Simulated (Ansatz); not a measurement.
```xyz
12

Al   -1.6151    0.5589    1.7103
Si   -0.4536   -0.4459   -0.2062
C     1.3641   -1.0362    0.1195
S     2.1029    0.4095   -0.8849
C     0.3280    0.8017   -1.4679
H    -2.5430    1.8491    1.5088
H    -1.4538   -0.0712    3.1742
H    -1.2896   -1.5023   -0.8836
H     1.6243   -1.9920   -0.3348
H     1.7171   -1.0181    1.1497
H     0.2002    0.5341   -2.5167
H     0.0957    1.8573   -1.3341
```

Method: RKS CAM-B3LYP-D4/6-31G in Ansatz 0.2.0.

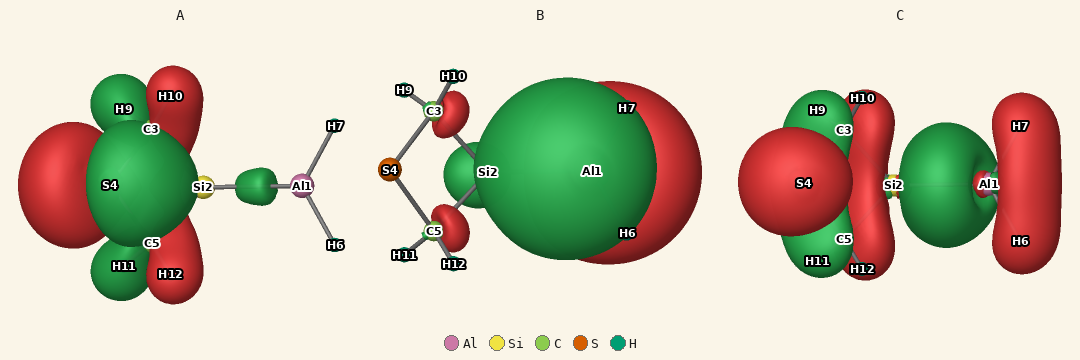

C2H7AlSSi (SMILES [AlH2][SiH]1CSC1). Three frontier orbitals at ±0.06 Å⁻³ᐟ² (green and red are the two phases), in no order.

### Which picture is the HOMO−1, the HOMO and the LUMO?

C is the HOMO−1 (−8.53 eV). It lies mainly on S4 (about 30 %), Si2 (about 25 %), Al1 (about 15 %), C3 (about 10 %) and C5 (about 10 %). A is the HOMO (−7.59 eV). By Hirshfeld shares it lies mainly on S4 (about 75 %); largely a lone pair of S4. B is the LUMO (−1.31 eV). It lies mainly on Al1 (about 75 %).

### What is the HOMO–LUMO gap?

6.28 eV between the orbital energies.
